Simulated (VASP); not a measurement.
# SbC2 with r2SCAN: from relaxation to properties, part 6 of 7

Aim: relax SbC2, then compute properties on the relaxed cell. The cell is invented: it takes the structure of a Materials Project entry for LuC2 (space group 139 there), with some of its atoms replaced by other elements, volume scaled by an estimate. It may not be a known or stable phase.

VASP 6.6.1, plane waves and PAW; the level of theory is named at each step.

Still holding for the runs below: This run has no spin polarisation. Its electron count is odd, so without a moment it is a metal by construction.

So far. Step 7 (Zone-centre phonons (r2SCAN)): The three acoustic modes lie within 1.0 cm⁻¹ of zero, but 3 optical modes are imaginary, so the cell is a saddle point and not a minimum. By the characters of their eigenvectors the optical modes sort into (cm⁻¹) Raman active: Eg 316i, A1g 1778; infrared active: A2u 66i, Eu 205. With a centre of inversion no mode is active in both. Step 8 (Band structure (TB-mBJ)): There is no gap at this level.

## 10. Bands along the symmetry lines (HSE06)

This step: HSE06; plane waves and PAW (Sb, C); invented cell (VASP 6.6.1).

HSE06 mixes in a quarter of exact exchange at short range, at far higher cost; in semiconductors this cures much of the gap error, while metals seldom gain.

The input, INCAR:

```
SYSTEM = SbC2
PREC = Accurate
ENCUT = 520
EDIFF = 1E-06
NELM = 100
ISMEAR = -1
SIGMA = 0.05
LREAL = .FALSE.
ALGO = Normal
LHFCALC = .TRUE.
AEXX = 0.25
GGA = PE
HFSCREEN = 0.2
LASPH = .TRUE.
NBANDS = 12
PRECFOCK = Fast
LORBIT = 11
LWAVE = .FALSE.
LCHARG = .FALSE.
```

The input, POSCAR:

```
SbC2
1.0
   -2.0794198753      2.0794198753      3.0636647962
    2.0794198753     -2.0794198753      3.0636647962
    2.0794198753      2.0794198753     -3.0636647962
Sb C
1 2
Direct
    0.0000000000      0.0000000000      0.0000000000
    0.6042858710      0.6042858710      0.0000000000
    0.3957141290      0.3957141290      0.0000000000
```

The input, KPOINTS:

```
Automatic mesh
0
Gamma
5 5 5
0 0 0
```

The input, KPOINTS_OPT:

```
Line mode
6
Line-mode
Reciprocal
  0.00000000   0.00000000   0.00000000 GAMMA
  0.00000000   0.00000000   0.50000000 X

  0.00000000   0.00000000   0.50000000 X
 -0.23034134   0.23034134   0.50000000 Y

 -0.23034134   0.23034134   0.50000000 Y
 -0.36517067   0.36517067   0.36517067 S

 -0.36517067   0.36517067   0.36517067 S
  0.00000000   0.00000000   0.00000000 GAMMA

  0.00000000   0.00000000   0.00000000 GAMMA
  0.50000000   0.50000000  -0.50000000 Z

  0.50000000   0.50000000  -0.50000000 Z
  0.36517067   0.63482933  -0.36517067 S1

  0.36517067   0.63482933  -0.36517067 S1
  0.00000000   0.50000000   0.00000000 N

  0.00000000   0.50000000   0.00000000 N
  0.25000000   0.25000000   0.25000000 P

  0.25000000   0.25000000   0.25000000 P
  0.50000000   0.50000000  -0.23034134 Y1

  0.50000000   0.50000000  -0.23034134 Y1
  0.50000000   0.50000000  -0.50000000 Z

  0.00000000   0.00000000   0.50000000 X
  0.25000000   0.25000000   0.25000000 P
```

Potentials, in the order of the species: Sb and C (PBE family, release 64).

The WAVECAR or CHGCAR of an earlier step is read.

Command:

```bash
$ mpirun -np 1 vasp_std
```

The log of the run:

```text
[banner, memory and clock lines left out]
running    1 mpi-ranks, on    1 nodes
 distrk:  each k-point on    1 cores,    1 groups
 distr:  one band on    1 cores,    1 groups

 POSCAR found type information on POSCAR SbC
 POSCAR found :  2 types and       3 ions
 LDA part: xc-table for (Slater+PW92), standard interpolation
 found WAVECAR, reading the header
 POSCAR, INCAR and KPOINTS ok, starting setup
 FFT: planning ... GRIDC
 FFT: planning ... GRID_SOFT
 FFT: planning ... GRID
 reading WAVECAR
 the WAVECAR file was read successfully
 initial charge from wavefunction
 entering main loop
       N       E                     dE             d eps       ncg     rms          rms(c)
DAV:   1    -0.203331563572E+02   -0.20333E+02   -0.15656E+00   432   0.807E+00    0.108E+01
DAV:   2    -0.203415573005E+02   -0.84009E-02   -0.27927E-02   488   0.142E+00    0.693E+00
DAV:   3    -0.203401627048E+02    0.13946E-02   -0.29761E-03   492   0.401E-01    0.428E+00
DAV:   4    -0.203396490202E+02    0.51368E-03   -0.41426E-04   456   0.143E-01    0.258E+00
DAV:   5    -0.203394756076E+02    0.17341E-03   -0.14086E-04   460   0.779E-02    0.155E+00
DAV:   6    -0.203394323498E+02    0.43258E-04   -0.45268E-05   476   0.445E-02    0.924E-01
DAV:   7    -0.203394227245E+02    0.96253E-05   -0.12042E-05   464   0.229E-02    0.548E-01
DAV:   8    -0.203394225049E+02    0.21962E-06   -0.39532E-06   468   0.130E-02
   1 F= -.20339423E+02 E0= -.20330620E+02  d E =-.176046E-01
 Start KPOINTS_OPT (optional k-point list driver)
k-point batch [1-18\66]
       N       E                     dE             ncg
DAV:   1     0.492110212095E+03   -0.58444E+04      432
DAV:   2    -0.445439553899E+03   -0.93755E+03      560
DAV:   3    -0.559148012941E+03   -0.11371E+03      512
DAV:   4    -0.562563271020E+03   -0.34153E+01      476
DAV:   5    -0.562600964824E+03   -0.37694E-01      508
DAV:   6    -0.562601602195E+03   -0.63737E-03      512
DAV:   7    -0.562601619330E+03   -0.17135E-04      512
DAV:   8    -0.562601619879E+03   -0.54947E-06      360
[...]
k-point batch [55-66\66]
       N       E                     dE             ncg
DAV:   1     0.270285249326E+04   -0.53950E+04      288
DAV:   2     0.212478975854E+04   -0.57806E+03      380
DAV:   3     0.205861394688E+04   -0.66176E+02      324
DAV:   4     0.205716024791E+04   -0.14537E+01      312
DAV:   5     0.205714225052E+04   -0.17997E-01      348
DAV:   6     0.205714189949E+04   -0.35103E-03      352
DAV:   7     0.205714188852E+04   -0.10972E-04      344
DAV:   8     0.205714188809E+04   -0.42784E-06      284
```

The job ended after 15 min (1 MPI rank of Intel Xeon 6975P-C (Granite Rapids), shared host; peak memory 0.31 GiB).

Parts of OUTCAR (step 10):

```text
   k-points           NKPTS =     18   k-points in BZ     NKDIM =    125   number of bands    NBANDS=     12

   NELECT =      13.0000    total number of electrons

  exchange ACFDT corr.  =         0.00000000  see jH, gK, PRB 81, 115126

 E-fermi :   5.8025

 k-point     1 :       0.0000    0.0000    0.0000
  band No.  band energies     occupation
    ...
      2      -5.4550      2.00000
      3      -1.7800      2.00000
      4       1.1850      2.00000
      5       1.1850      2.00000
      6       3.8008      2.00000
      7       7.4839      0.00000
      8       7.4839      0.00000
      9       7.7253      0.00000
     10       7.7253      0.00000
     11       8.1617      0.00000
    ...

 POSITION                                       TOTAL-FORCE (eV/Angst)
 -----------------------------------------------------------------------------------
      0.00000      0.00000      0.00000         0.000000      0.000000      0.000000
      0.00000      0.00000      3.70266        -0.000000     -0.000000     -0.141599
      0.00000      0.00000      2.42467         0.000000      0.000000      0.141599
 -----------------------------------------------------------------------------------
    total drift:                                0.000001     -0.000001      0.000000

  FREE ENERGIE OF THE ION-ELECTRON SYSTEM (eV)
  ---------------------------------------------------
  free  energy   TOTEN  =       -20.3394225049 eV

  energy  without entropy=      -20.3218179089  energy(sigma->0) =      -20.33062021

[... 7 parts as in an earlier step ...]

[... 9 further parts left out ...]
```

This step gave:

| Item | Value |
| --- | --- |
| SCF cycles | 8 |
| free energy (TOTEN) | -20.34 eV |
| energy at zero smearing | -20.33 eV |
| Fermi energy | 5.803 eV |

The electronic bands at the labelled points (eV, zero at the Fermi level; # counts the bands kept, so #1 is VASP's band 3):

| point | #1 | #2 | #3 | #4 | #5 | #6 | #7 | #8 |
| --- | --- | --- | --- | --- | --- | --- | --- | --- |
| Γ | -7.58 | -4.62 | -4.62 | -2.00 | 1.68 | 1.68 | 1.92 | 1.92 |
| X | -8.81 | -7.81 | -5.68 | -2.59 | 0.14 | 1.57 | 2.69 | 3.80 |
| Y | -9.56 | -7.21 | -4.39 | -2.96 | -0.04 | 1.77 | 2.42 | 4.80 |
| S | -9.90 | -5.74 | -5.40 | -3.46 | 1.36 | 1.60 | 2.97 | 4.45 |
| Γ | -7.58 | -4.62 | -4.62 | -2.00 | 1.68 | 1.68 | 1.92 | 1.92 |
| Z | -10.32 | -6.23 | -6.23 | -3.23 | 2.85 | 2.85 | 3.30 | 4.65 |
| S1 | -9.90 | -5.74 | -5.40 | -3.46 | 1.36 | 1.60 | 2.97 | 4.45 |
| N | -6.96 | -6.00 | -4.71 | -3.15 | -1.63 | -0.54 | 2.84 | 4.77 |
| P | -6.94 | -6.94 | -6.57 | -5.10 | 1.36 | 1.36 | 3.66 | 3.66 |
| Y1 | -9.56 | -7.21 | -4.39 | -2.96 | -0.04 | 1.77 | 2.42 | 4.80 |
| Z | -10.32 | -6.23 | -6.23 | -3.23 | 2.85 | 2.85 | 3.30 | 4.65 |
| jump to X | -8.81 | -7.81 | -5.68 | -2.59 | 0.14 | 1.57 | 2.69 | 3.80 |
| P | -6.94 | -6.94 | -6.57 | -5.10 | 1.36 | 1.36 | 3.66 | 3.66 |

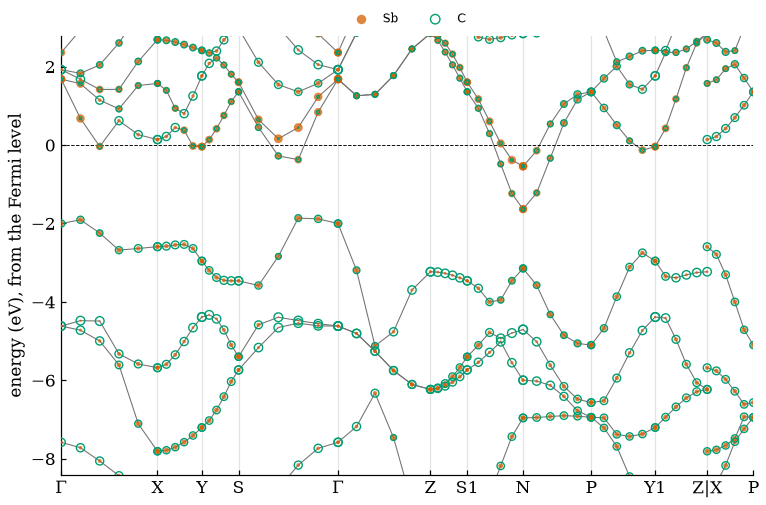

Electronic bands along the path; dots are coloured as in the legend, and their area grows with the weight.

Force by atom:

| atom | x (eV/Å) | y (eV/Å) | z (eV/Å) | size |
| --- | --- | --- | --- | --- |
| Sb1 | 0.000 | 0.000 | 0.000 | 0.000 |
| C2 | 0.000 | 0.000 | -0.142 | 0.142 |
| C3 | 0.000 | 0.000 | 0.142 | 0.142 |

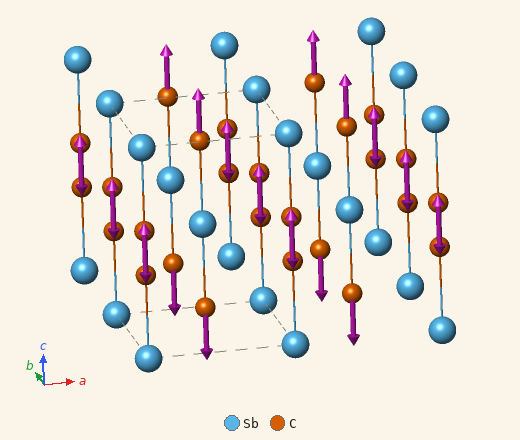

Force as arrows, the longest 0.142 eV/Å. 2×2×1 conventional cells are drawn. Some periodic images of atoms are drawn too.

There is no gap at this level.

## 11. Volume scan with r2SCAN

This step: r2SCAN; plane waves and PAW (Sb, C); invented cell (VASP 6.6.1).

An equation of state needs energies on both sides of the minimum, all on one mesh and cutoff.

The input, INCAR:

```
SYSTEM = SbC2
PREC = Accurate
ENCUT = 520
EDIFF = 1E-06
NELM = 100
ISMEAR = -1
SIGMA = 0.05
LREAL = .FALSE.
ALGO = Normal
METAGGA = R2SCAN
LASPH = .TRUE.
NBANDS = 12
LORBIT = 11
LWAVE = .FALSE.
LCHARG = .FALSE.
ISIF = 2
```

The input, POSCAR:

```
SbC2
1.0
   -2.0369708240      2.0369708240      3.0011234761
    2.0369708240     -2.0369708240      3.0011234761
    2.0369708240      2.0369708240     -3.0011234761
Sb C
1 2
Direct
    0.0000000000      0.0000000000      0.0000000000
    0.6042858710      0.6042858710      0.0000000000
    0.3957141290      0.3957141290      0.0000000000
```

The input, KPOINTS:

```
Automatic mesh
0
Gamma
8 8 8
0 0 0
```

Command:

```bash
$ mpirun -np 1 vasp_std
```

The log of the run:

```text
[... set-up lines as in an earlier step ...]
 entering main loop
       N       E                     dE             d eps       ncg     rms          rms(c)
DAV:   1     0.203997962207E+02    0.20400E+02   -0.53880E+03  1424   0.884E+02
DAV:   2    -0.406458347558E+02   -0.61046E+02   -0.57811E+02  1892   0.167E+02
DAV:   3    -0.454087184739E+02   -0.47629E+01   -0.46908E+01  1728   0.498E+01
DAV:   4    -0.454818730240E+02   -0.73155E-01   -0.73007E-01  1532   0.737E+00
DAV:   5    -0.454829992458E+02   -0.11262E-02   -0.11260E-02  1684   0.919E-01    0.856E+00
DAV:   6    -0.398718356849E+02    0.56112E+01   -0.78681E+00  1664   0.181E+01    0.420E+00
DAV:   7    -0.399691019922E+02   -0.97266E-01   -0.74855E-01  1572   0.629E+00    0.238E+00
DAV:   8    -0.399634671054E+02    0.56349E-02   -0.33546E-02  1492   0.153E+00    0.635E-01
DAV:   9    -0.399655925026E+02   -0.21254E-02   -0.83429E-03  1656   0.704E-01    0.120E-01
DAV:  10    -0.399656683697E+02   -0.75867E-04   -0.86184E-04  1548   0.249E-01    0.289E-02
DAV:  11    -0.399656733119E+02   -0.49422E-05   -0.63223E-05  1592   0.627E-02    0.176E-02
DAV:  12    -0.399656751997E+02   -0.18878E-05   -0.12481E-05  1580   0.283E-02    0.455E-03
DAV:  13    -0.399656756985E+02   -0.49881E-06   -0.15315E-06   976   0.114E-02
   1 F= -.39965676E+02 E0= -.39959974E+02  d E =-.114040E-01
```

It took 37 s on 1 MPI rank; peak memory 0.2 GiB.

Parts of OUTCAR (step 11):

```text
   ENCUT  =  520.0 eV  38.22 Ry    6.18 a.u.   7.73  7.73  7.73*2*pi/ulx,y,z

   NELECT =      13.0000    total number of electrons

 E-fermi :   6.3623

 k-point     1 :       0.0000    0.0000    0.0000
  band No.  band energies     occupation
    ...
      2      -4.0446      2.00000
      3      -0.5635      2.00000
      4       1.9819      2.00000
      5       1.9819      2.00000
      6       5.0991      2.00000
      7       7.9446      0.00000
      8       7.9446      0.00000
      9       8.1093      0.00000
     10       8.1093      0.00000
     11       8.8808      0.00000
    ...

  Total        0.8999035      0.8999035      4.4778600      0.0000000      0.0000000      0.0000000
  in kB       28.9462982     28.9462982    144.0348610      0.0000000      0.0000000      0.0000000
  external PRESSURE =      67.3091525 kB  Pullay stress =       0.0000000 kB

 POSITION                                       TOTAL-FORCE (eV/Angst)
 -----------------------------------------------------------------------------------
      0.00000      0.00000      0.00000        -0.000000     -0.000000      0.000000
      0.00000      0.00000      3.62707         0.000000      0.000000      1.764465
      0.00000      0.00000      2.37517        -0.000000     -0.000000     -1.764465
 -----------------------------------------------------------------------------------
    total drift:                               -0.000000     -0.000000     -0.000000

  FREE ENERGIE OF THE ION-ELECTRON SYSTEM (eV)
  ---------------------------------------------------
  free  energy   TOTEN  =       -39.9656756985 eV

  energy  without entropy=      -39.9542717206  energy(sigma->0) =      -39.95997371

[... 3 parts as in an earlier step ...]

[... 13 further parts left out ...]
```

The scan keeps the cell's shape and the fractional positions fixed.

This step gave:

```
SCF cycles              : 13
irreducible k-points    : 59
free energy (TOTEN)     : -39.97 eV
energy at zero smearing : -39.96 eV
Fermi energy            : 6.362 eV
pressure                : 6.731 GPa
```

Force by atom:

| atom | x (eV/Å) | y (eV/Å) | z (eV/Å) | size |
| --- | --- | --- | --- | --- |
| Sb1 | 0.00 | 0.00 | 0.00 | 0.00 |
| C2 | 0.00 | 0.00 | 1.76 | 1.76 |
| C3 | 0.00 | 0.00 | -1.76 | 1.76 |

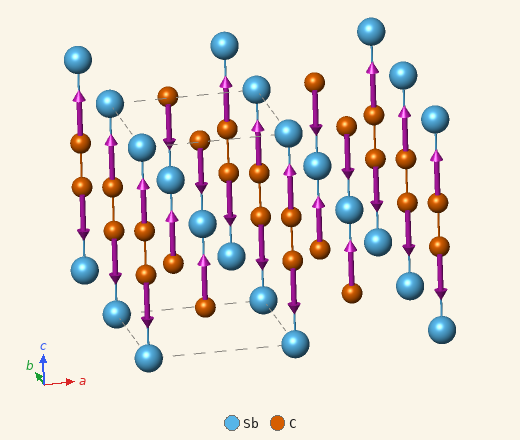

Force as arrows, the longest 1.76 eV/Å. 2×2×1 conventional cells are drawn. Some periodic images of atoms are drawn too.

The pressure here is 6.73 GPa.

## 12. Volume scan with r2SCAN (run 2)

INCAR is that of step 11.

The input, POSCAR:

```
SbC2
1.0
   -2.0513161616      2.0513161616      3.0222588448
    2.0513161616     -2.0513161616      3.0222588448
    2.0513161616      2.0513161616     -3.0222588448
Sb C
1 2
Direct
    0.0000000000      0.0000000000      0.0000000000
    0.6042858710      0.6042858710      0.0000000000
    0.3957141290      0.3957141290      0.0000000000
```

KPOINTS is that of step 11.

Command:

```bash
$ mpirun -np 1 vasp_std
```

The log of the run:

```text
[... set-up lines as in an earlier step ...]
 entering main loop
       N       E                     dE             d eps       ncg     rms          rms(c)
DAV:   1     0.182477723946E+02    0.18248E+02   -0.51969E+03  1416   0.866E+02
DAV:   2    -0.406715962617E+02   -0.58919E+02   -0.55778E+02  1860   0.168E+02
DAV:   3    -0.453921228150E+02   -0.47205E+01   -0.45985E+01  1732   0.493E+01
DAV:   4    -0.454634840156E+02   -0.71361E-01   -0.71231E-01  1536   0.712E+00
DAV:   5    -0.454645709268E+02   -0.10869E-02   -0.10865E-02  1708   0.895E-01    0.842E+00
DAV:   6    -0.399062294173E+02    0.55583E+01   -0.77790E+00  1672   0.179E+01    0.410E+00
DAV:   7    -0.400050499661E+02   -0.98821E-01   -0.73156E-01  1588   0.618E+00    0.234E+00
DAV:   9    -0.400023014940E+02   -0.21482E-02   -0.82429E-03  1672   0.700E-01    0.121E-01
DAV:  10    -0.400023781813E+02   -0.76687E-04   -0.86186E-04  1544   0.248E-01    0.304E-02
DAV:  11    -0.400023825469E+02   -0.43656E-05   -0.64889E-05  1584   0.631E-02    0.175E-02
DAV:  12    -0.400023838256E+02   -0.12787E-05   -0.13255E-05  1568   0.293E-02    0.450E-03
DAV:  13    -0.400023843596E+02   -0.53406E-06   -0.16649E-06  1040   0.118E-02
   1 F= -.40002384E+02 E0= -.39997095E+02  d E =-.105789E-01
```

Run time: 37 s. Hardware: 1 MPI rank; peak memory 0.2 GiB.

From OUTCAR (step 12):

```text
   ENCUT  =  520.0 eV  38.22 Ry    6.18 a.u.   7.79  7.79  7.79*2*pi/ulx,y,z

   NELECT =      13.0000    total number of electrons

 E-fermi :   6.1250

 k-point     1 :       0.0000    0.0000    0.0000
  band No.  band energies     occupation
    ...
      2      -4.2111      2.00000
      3      -0.7607      2.00000
      4       1.8479      2.00000
      5       1.8479      2.00000
      6       4.7926      2.00000
      7       7.7443      0.00000
      8       7.7443      0.00000
      9       7.8053      0.00000
     10       7.8053      0.00000
     11       8.5569      0.00000
    ...

  Total        0.6105351      0.6105351      2.8914402      0.0000000      0.0000000      0.0000000
  in kB       19.2293410     19.2293410     91.0684506      0.0000000      0.0000000      0.0000000
  external PRESSURE =      43.1757109 kB  Pullay stress =       0.0000000 kB

 POSITION                                       TOTAL-FORCE (eV/Angst)
 -----------------------------------------------------------------------------------
      0.00000      0.00000      0.00000         0.000000      0.000000      0.000000
      0.00000      0.00000      3.65262        -0.000000     -0.000000      1.121941
      0.00000      0.00000      2.39190         0.000000      0.000000     -1.121941
 -----------------------------------------------------------------------------------
    total drift:                               -0.000000     -0.000000      0.000000

  FREE ENERGIE OF THE ION-ELECTRON SYSTEM (eV)
  ---------------------------------------------------
  free  energy   TOTEN  =       -40.0023843596 eV

  energy  without entropy=      -39.9918054513  energy(sigma->0) =      -39.99709491

[... 3 parts as in an earlier step ...]

[... 13 further parts left out ...]
```

Numbers from this step:

```
free energy (TOTEN)     : -40.00 eV
energy at zero smearing : -40.00 eV
Fermi energy            : 6.125 eV
pressure                : 4.318 GPa
```

Force by atom:

| atom | x (eV/Å) | y (eV/Å) | z (eV/Å) | size |
| --- | --- | --- | --- | --- |
| Sb1 | 0.00 | 0.00 | 0.00 | 0.00 |
| C2 | 0.00 | 0.00 | 1.12 | 1.12 |
| C3 | 0.00 | 0.00 | -1.12 | 1.12 |

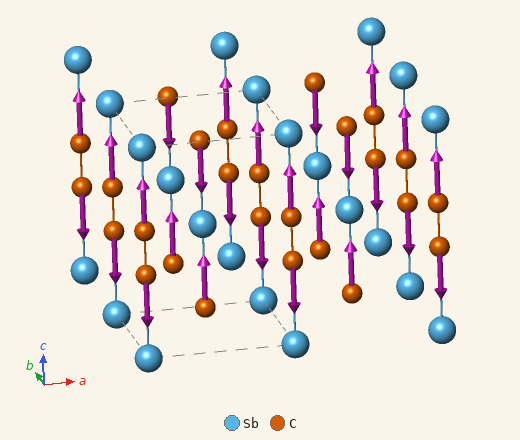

Force as arrows, the longest 1.12 eV/Å. 2×2×1 conventional cells are drawn. Some periodic images of atoms are drawn too.

The pressure falls from 6.73 to 4.32 GPa.

## 13. Volume scan with r2SCAN (run 3)

INCAR is that of step 12.

The input, POSCAR:

```
SbC2
1.0
   -2.0654636167      2.0654636167      3.0431026680
    2.0654636167     -2.0654636167      3.0431026680
    2.0654636167      2.0654636167     -3.0431026680
Sb C
1 2
Direct
    0.0000000000      0.0000000000      0.0000000000
    0.6042858710      0.6042858710      0.0000000000
    0.3957141290      0.3957141290      0.0000000000
```

KPOINTS is that of step 12.

Command:

```bash
$ mpirun -np 1 vasp_std
```

The log of the run:

```text
[... set-up lines as in an earlier step ...]
 entering main loop
       N       E                     dE             d eps       ncg     rms          rms(c)
DAV:   1     0.189959163285E+02    0.18996E+02   -0.53100E+03  1416   0.875E+02
DAV:   2    -0.405528863922E+02   -0.59549E+02   -0.56070E+02  1892   0.167E+02
DAV:   3    -0.453564877232E+02   -0.48036E+01   -0.46898E+01  1700   0.495E+01
DAV:   4    -0.454337822412E+02   -0.77295E-01   -0.77166E-01  1568   0.744E+00
[...]
DAV:  11    -0.400236845092E+02   -0.56000E-05   -0.65995E-05  1596   0.633E-02    0.177E-02
DAV:  12    -0.400236856431E+02   -0.11339E-05   -0.13794E-05  1552   0.299E-02    0.454E-03
DAV:  13    -0.400236862289E+02   -0.58579E-06   -0.18313E-06  1120   0.123E-02
   1 F= -.40023686E+02 E0= -.40018571E+02  d E =-.102310E-01
```

Run time: 37 s. Hardware: 1 MPI rank; peak memory 0.2 GiB.

From OUTCAR (step 13):

```text
  Total        0.3108903      0.3108903      1.4049651      0.0000000      0.0000000      0.0000000
  in kB        9.5919311      9.5919311     43.3475369      0.0000000      0.0000000      0.0000000
  external PRESSURE =      20.8437997 kB  Pullay stress =       0.0000000 kB

 POSITION                                       TOTAL-FORCE (eV/Angst)
 -----------------------------------------------------------------------------------
      0.00000      0.00000      0.00000        -0.000000     -0.000000     -0.000000
      0.00000      0.00000      3.67781        -0.000000     -0.000000      0.536942
      0.00000      0.00000      2.40840         0.000000      0.000000     -0.536942
 -----------------------------------------------------------------------------------
    total drift:                               -0.000000     -0.000000      0.000000

  FREE ENERGIE OF THE ION-ELECTRON SYSTEM (eV)
  ---------------------------------------------------
  free  energy   TOTEN  =       -40.0236862289 eV

  energy  without entropy=      -40.0134552732  energy(sigma->0) =      -40.01857075

[... 1 part as in an earlier step ...]

[... 2 further parts left out ...]
[key lines of the parts left out:]
E-fermi :   5.8911
```

The pressure falls from 4.32 to 2.08 GPa.

The run ends at a pressure of 2.08 GPa, with forces up to 0.54 eV/Å.

## 14. Volume scan with r2SCAN (run 4)

INCAR is that of step 13.

The input, POSCAR:

```
SbC2
1.0
   -2.0794198753      2.0794198753      3.0636647962
    2.0794198753     -2.0794198753      3.0636647962
    2.0794198753      2.0794198753     -3.0636647962
Sb C
1 2
Direct
    0.0000000000      0.0000000000      0.0000000000
    0.6042858710      0.6042858710      0.0000000000
    0.3957141290      0.3957141290      0.0000000000
```

KPOINTS is that of step 13.

Command:

```bash
$ mpirun -np 1 vasp_std
```

The log of the run:

```text
[... set-up lines as in an earlier step ...]
 entering main loop
       N       E                     dE             d eps       ncg     rms          rms(c)
[... 13 cycles as in an earlier step ...]
   1 F= -.40030849E+02 E0= -.40025811E+02  d E =-.100752E-01
```

It took 37 s on 1 MPI rank; peak memory 0.2 GiB.

Parts of OUTCAR (step 14):

```text
[... 6 parts as in an earlier step ...]

[... 1 further part left out ...]
[key lines of the parts left out:]
E-fermi :   5.6629
```

The pressure falls from 2.08 to 0.04 GPa.

The run ends at a pressure of 0.04 GPa, with forces up to 0.0043 eV/Å.

(Continued in part 7 of 7.)

[Lines on the potential files, build, host, timing and source positions are cut from VASP's logs without a mark.]

[Logs are printed without paths, hosts, clocks, repeated set-up lines and the standing remarks that a program may print on its own settings, such as how far it seeks lower states.]

[Hosts, paths, dates, database ids (printed as entryN), source tags and the programs' standing remarks are cut or masked in the printed files.]

[A measured line is paired with the nearest computed mode of its activity, which favours agreement.]
